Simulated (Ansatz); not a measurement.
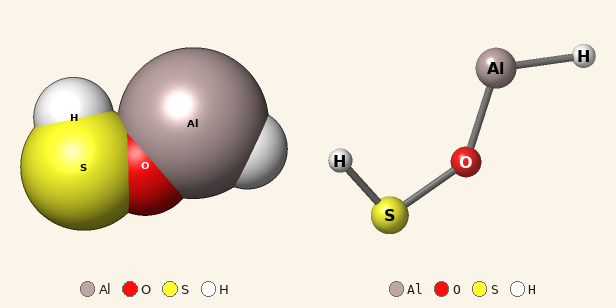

Both panels show the same species.

The species is neutral and a spin doublet. Computed geometry: PBE0-D4/def2-TZVP optimisation. No frequency run is at hand to confirm it as a minimum.

Describe the molecule.

The molecule is AlH2OS. The point group is Cs. It is an open-shell species. All atoms lie on one plane. Coordination: 1 Al bent; 1 O bent; 1 S bent.

The parts below concern this one geometry. Atoms keep their numbers from picture to picture.

**Electronic properties**

No frequency run is at hand to confirm it as a minimum. Method: UKS PBE0-D4/def2-TZVPP (Ansatz 0.2.0).

Predict the main results.

- HOMO energy (Kohn–Sham orbital): −6.04 eV
- ⟨S²⟩ of the determinant: 0.754

**Charges**

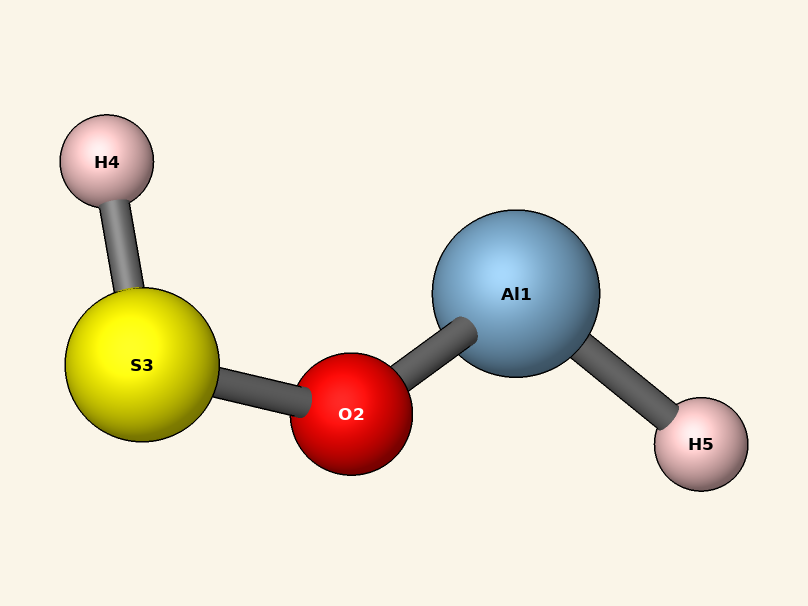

The questions are on Mulliken charges. No frequency run is at hand to confirm it as a minimum. Method: UKS PBE0-D4/def2-TZVP (Ansatz 0.2.0).

List the Mulliken charges.

```json
{"atom": "Al1", "value (e)": "0.30"}
{"atom": "O2", "value (e)": "−0.33"}
{"atom": "S3", "value (e)": "−0.05"}
{"atom": "H4", "value (e)": "0.14"}
{"atom": "H5", "value (e)": "−0.07"}
```

**Dipole moment**

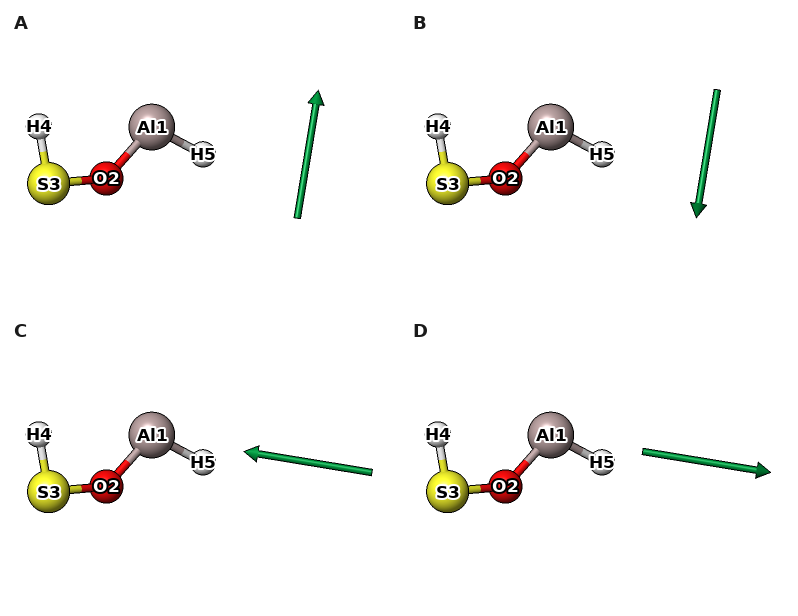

The same molecule four times, each with an arrow. No frequency run is at hand to confirm it as a minimum. Level of theory: UKS PBE0-D4/def2-TZVP (Ansatz 0.2.0).

Which arrow points along the dipole moment, from the negative to the positive end?

Answer. A. The dipole moment is 1.86 D; it points from the side of S3 to the side of Al1 (the outermost atoms at the two ends).

Mulliken values depend strongly on the basis set and can even reverse the polarity of a bond.
